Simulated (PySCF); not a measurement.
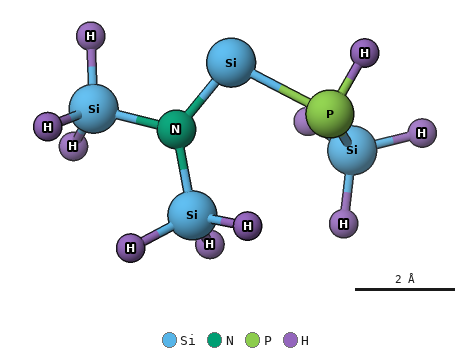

The structure as given in the input (ball-and-stick view, seen on its broad side). Bond lengths as drawn: H–P 1.43 Å, H–Si 1.49 to 1.50 Å, N–Si 1.76 to 1.78 Å and P–Si 2.26 to 2.31 Å.

Run report: Si₄PNH₁₀, NMR shielding calculation

System: Si₄PNH₁₀.
Method: GIAO PBE0/pcSseg-1 NMR shielding, non-relativistic, gas phase (PySCF 2.14.0).

The geometry comes from this level: PBE0-D3(BJ)/def2-SVP. Figures and captions count atoms from 1; the log counts them from 0 in places.

## Log
```
coarse grid: 15384 points
cycle   1  E = -1559.2858560309  dE = -2.570e-02  |g| = 4.436e-01  |ddm| = 3.706e+00
cycle   2  E = -1559.2004927094  dE =  8.536e-02  |g| = 7.409e-01  |ddm| = 9.389e-01
cycle   3  E = -1559.3274417083  dE = -1.269e-01  |g| = 1.015e-01  |ddm| = 6.561e-01
cycle   4  E = -1559.3299159575  dE = -2.474e-03  |g| = 3.258e-02  |ddm| = 1.630e-01
cycle   5  E = -1559.3302469081  dE = -3.310e-04  |g| = 9.705e-03  |ddm| = 6.784e-02
cycle   6  E = -1559.3302754032  dE = -2.850e-05  |g| = 1.834e-03  |ddm| = 1.810e-02
cycle   7  E = -1559.3302764911  dE = -1.088e-06  |g| = 3.620e-04  |ddm| = 3.292e-03
final grid: 124344 points
cycle   8  E = -1559.3609709713  dE = -1.100e-05  |g| = 5.065e-03  |ddm| = 1.852e-02
cycle   9  E = -1559.3609580769  dE =  1.289e-05  |g| = 8.916e-03  |ddm| = 1.170e-02
cycle  10  E = -1559.3609764842  dE = -1.841e-05  |g| = 7.176e-04  |ddm| = 7.780e-03
cycle  11  E = -1559.3609765863  dE = -1.021e-07  |g| = 2.238e-04  |ddm| = 1.054e-03
cycle  12  E = -1559.3609766013  dE = -1.498e-08  |g| = 4.338e-05  |ddm| = 4.104e-04
cycle  13  E = -1559.3609766020  dE = -7.112e-10  |g| = 1.170e-05  |ddm| = 9.772e-05
```

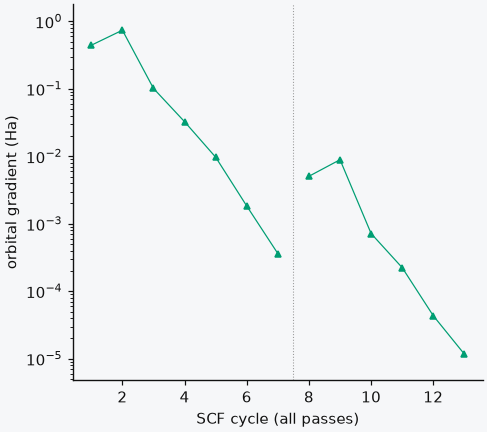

Convergence of the self-consistent field: orbital gradient against the SCF cycle. The dotted line marks the change from a coarse to the final integration grid. The first 7 cycles use a coarse grid, the final grid takes over at cycle 8, and the field converges after 13 cycles in all.

```
converged SCF energy = -1559.3609766020

GIAO shielding tensors (ppm)
atom      isotropic    diamagn.    paramagn.     s11        s22        s33       span
  0 Si     -70.626     878.608    -949.233   -635.269    159.626    263.765    899.035
  1 N      113.285     331.721    -218.435    -67.371    124.956    282.271    349.642
  2 Si     406.100     880.735    -474.635    374.294    380.714    463.292     88.998
  3 Si     387.057     878.442    -491.385    337.208    366.469    457.492    120.284
  4 P      486.002     970.606    -484.604    334.767    478.529    644.711    309.944
  5 Si     458.082     880.155    -422.073    428.216    465.030    481.001     52.786
  6 H       26.302      29.258      -2.956     22.483     25.144     31.279      8.795
  7 H       25.794      30.501      -4.707     21.730     27.135     28.519      6.789
  8 H       26.525      30.935      -4.411     23.378     25.472     30.724      7.345
  9 H       26.288      28.220      -1.931     23.133     24.841     30.890      7.757
 10 H       26.260      27.880      -1.620     23.315     25.365     30.099      6.785
 11 H       26.394      27.737      -1.343     23.104     24.561     31.515      8.411
 12 H       28.723      31.355      -2.632     24.358     26.582     35.230     10.872
 13 H       27.318      28.518      -1.200     23.172     24.905     33.877     10.705
 14 H       27.243      29.809      -2.567     23.501     26.103     32.124      8.623
 15 H       27.309      29.768      -2.459     24.212     26.238     31.478      7.267
```

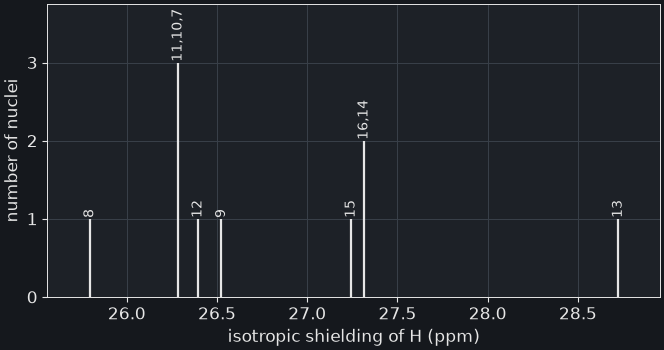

Isotropic shieldings of the hydrogen nuclei in this fixed geometry, labelled by atom number; shielding grows to the right, so chemical shift grows to the left. The least shielded is H8 (25.8 ppm), the most shielded H13 (28.7 ppm).

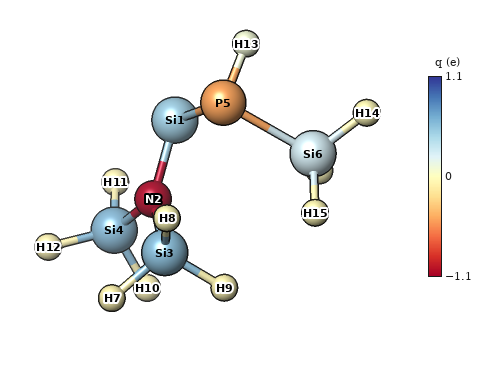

Mulliken charges, as the colour of each atom (ball-and-stick view, seen at a tilt; atoms are numbered from 1 in the order of the input; Mulliken charges depend strongly on the basis). By element: Si +0.27 to +0.61, N −1.06, P −0.47 and H −0.08 to +0.09 e.

This output came from the following input.

## Input file
```
{"job": {"kind": "nmr", "xc": "PBE0", "basis": "pcSseg-1"}, "charge": 0, "multiplicity": 1}
Si    -0.466963     1.385220    -1.050169
N     -1.133093     0.103499    -0.052236
Si    -0.522488    -0.544746     1.481647
Si    -2.617417    -0.662174    -0.656499
P      1.415590     2.023693     0.120029
Si     2.681020     0.235029    -0.437397
H     -1.691679    -1.005783     2.291857
H      0.229688     0.512811     2.213293
H      0.368503    -1.715688     1.228408
H     -2.425696    -2.143523    -0.713135
H     -2.894855    -0.126248    -2.019317
H     -3.762048    -0.369686     0.257112
H      1.858964     2.805161    -0.991948
H      4.013946     0.727620    -0.894026
H      2.847701    -0.626112     0.769288
H      2.087484    -0.610294    -1.524784
```

The first line tells a small driver script what to run in PySCF; the rest is the geometry in Å.

Run as:
```bash
OMP_NUM_THREADS=1 python <driver script> task.json out
```

## Summary

- outcome: converged
- total energy: −1559.360977 hartree
- HOMO: −6.26 eV
- LUMO: −2.13 eV
- dipole moment: 1.19 D
- isotropic shielding, Si: −70.6 to 458.1 ppm
- isotropic shielding, N: 113.3 ppm
- isotropic shielding, P: 486.0 ppm
- isotropic shielding, H: 25.8 to 28.7 ppm
- hardware: 1 CPU thread, shared host
- wall time: 31 s
- peak memory: 0.97 GiB
